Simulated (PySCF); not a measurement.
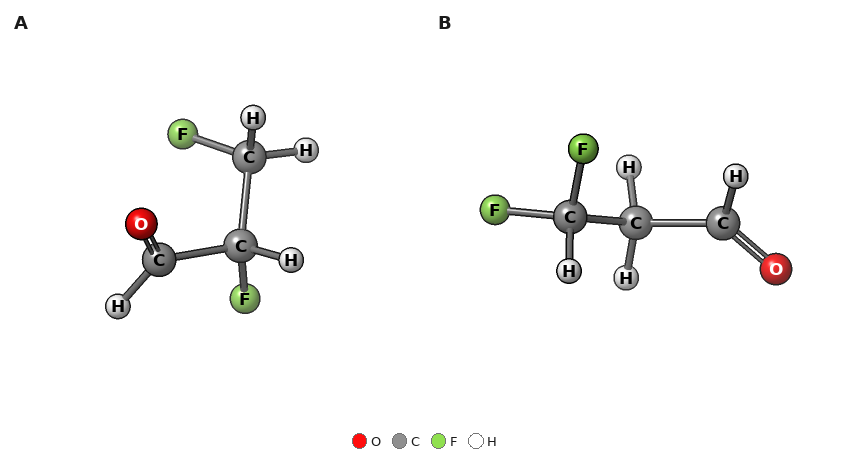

2 stationary structures of one formula. Geometries: PBE0-D3(BJ)/def2-SVP. Electronic energies: PBE0-D3(BJ)/def2-SVP (PySCF 2.14.0), without zero-point energy. No frequency run is at hand to confirm each as a minimum. Each is one conformer, not always the lowest.

**Are they conformers, stereoisomers or constitutional isomers?**

They are constitutional isomers of C3H4F2O: A `O=C[C@@H](F)CF`, B `O=CCC(F)F`.

**Rank them by energy, lowest first.**

B is lowest; A lies 49.2 kJ/mol above it.
